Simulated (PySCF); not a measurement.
# CCSDT(Q)/STO-3G run of PF3 (phosphorus trifluoride)

Aim: the energy change on altering one bond length of PF3 (phosphorus trifluoride) at CCSDT(Q)/STO-3G, from 2 runs. 

Program for the calculation: PySCF 2.14.0.

13 further runs of the same task are left out: 4 that didn't finish, 9 set aside as unsound or not needed.

**1. The molecule**

PF3: 4 atoms, total charge 0, spin state singlet. SMILES: `FP(F)F`. The shape is that of a PBE0-D4/def2-TZVP optimisation.

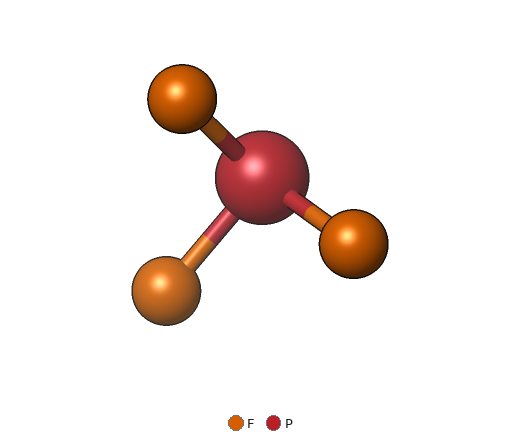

Viewed from a chosen angle; fluorine orange, phosphorus red.

**2. A single-point energy at CCSDT(Q)/STO-3G**

Input file mol.xyz:

```xyz
4
F3P
F      0.834400    -0.663200     0.874500
P     -0.297500     0.314600     0.392300
F     -1.061900    -0.696500    -0.536900
F      0.525000     1.045200    -0.730000
```

Input file calc.py:

```python
from pyscf import gto, cc

mol = gto.M(
    atom='mol.xyz',
    max_memory=1860,
    basis='sto-3g',
    verbose=3,
)

hf = mol.RHF()
hf.conv_tol = 1e-10
hf.kernel()
if not hf.converged:
    hf = hf.newton().run(hf.mo_coeff, hf.mo_occ)

mycc = cc.CCSDT(hf, frozen=8)
mycc.kernel()
e_bracket, e_q = mycc.ccsdt_q()
etot = mycc.e_tot + e_q
print('Final energy', etot)
```

Run with:

```bash
$ OMP_NUM_THREADS=1 python calc.py
```

The program printed:

```text
converged SCF energy = -631.020713934013
_make_eris_incore_RCCSDT

WARN: A large `blksize` is being used, which may cause large memory consumption
      for storing contraction intermediates. If memory is sufficient, consider using
      `pyscf.cc.rccsdt_highm.RCCSDT` instead.

RCCSDT converged
E(RCCSDT) = -631.1208729041128   E_corr = -0.1001589700993638
E_corr(same-spin) = -0.0146819628941519
E_corr(oppo-spin) = -0.0854770072052119
_make_eris_incore_RCCSDT
Final energy -631.1211407186521
```

Run time: 8.1 s. Hardware: 1 thread of Arm Neoverse V1, shared host; peak memory 0.12 GiB.

**3. The distorted shape, same level**

Input file job.py:

```python
from pyscf import gto, cc

mol = gto.M(
    atom='F 1.739912 -1.445433 1.260256; P -0.297500 0.314600 0.392300; F -1.061900 -0.696500 -0.536900; F 0.525000 1.045200 -0.730000',
    verbose=3,
    max_memory=1860,
    basis='sto-3g',
)

mf = mol.RHF()
mf.conv_tol = 1e-10
mf.kernel()
if not mf.converged:
    mf = mf.newton().run(mf.mo_coeff, mf.mo_occ)

mycc = cc.CCSDT(mf, frozen=8)
mycc.kernel()
e_bracket, e_q = mycc.ccsdt_q()
etot = mycc.e_tot + e_q
print('E(%s) = %.9f' % ('CCSDT(Q)', etot))
```

Run with:

```bash
$ OMP_NUM_THREADS=1 python job.py
```

The program printed:

```text
converged SCF energy = -630.75295919958
_make_eris_incore_RCCSDT

WARN: A large `blksize` is being used, which may cause large memory consumption
      for storing contraction intermediates. If memory is sufficient, consider using
      `pyscf.cc.rccsdt_highm.RCCSDT` instead.

RCCSDT converged
E(RCCSDT) = -631.0252842113662   E_corr = -0.2723250117860652
E_corr(same-spin) = -0.0145343606123019
E_corr(oppo-spin) = -0.257790651173763
_make_eris_incore_RCCSDT
E(CCSDT(Q)) = -631.026791320
```

It took 10 s on 1 thread of Arm Neoverse V1, shared host; peak memory 0.12 GiB.

**4. Outcome**

Level: CCSDT(Q)/STO-3G, 8 core orbitals frozen.

| quantity | value |
| --- | --- |
| first shape: total energy | -631.12114 Eh |
| first shape: dipole moment (Hartree–Fock density) | 1.26 D |
| first shape: HOMO energy (Hartree–Fock orbitals) | -8.34 eV |
| first shape: LUMO energy (Hartree–Fock orbitals) | 11.85 eV |
| first shape: HOMO–LUMO gap (Hartree–Fock orbitals) | 20.19 eV |
| first shape: correlation energy (8 core orbitals frozen) | -100.4 mEh |
| first shape: T1 diagnostic | 0.012 |
| distorted shape: total energy | -631.02679 Eh |
| distorted shape: dipole moment (Hartree–Fock density) | 2.93 D |
| distorted shape: HOMO energy (Hartree–Fock orbitals) | -4.54 eV |
| distorted shape: LUMO energy (Hartree–Fock orbitals) | 2.60 eV |
| distorted shape: HOMO–LUMO gap (Hartree–Fock orbitals) | 7.14 eV |
| distorted shape: correlation energy (8 core orbitals frozen) | -273.8 mEh |
| distorted shape: T1 diagnostic | 0.038 |
| energy change with the F1–P2 bond stretched from 1.572 to 2.829 Å | 2.567 eV |

In words: With the F1–P2 bond stretched from 1.572 to 2.829 Å the energy rises by 2.57 eV (248 kJ/mol). The first shape isn't relaxed at this level, so the change isn't measured from a minimum. The minimal basis adds a large error of its own. The T1 diagnostic (distorted shape) of 0.038 is above the customary mark for such species, so a single reference may not serve. Mulliken charges (distorted shape) of the mean-field density run from -0.27 on F3 to +0.78 on P2.
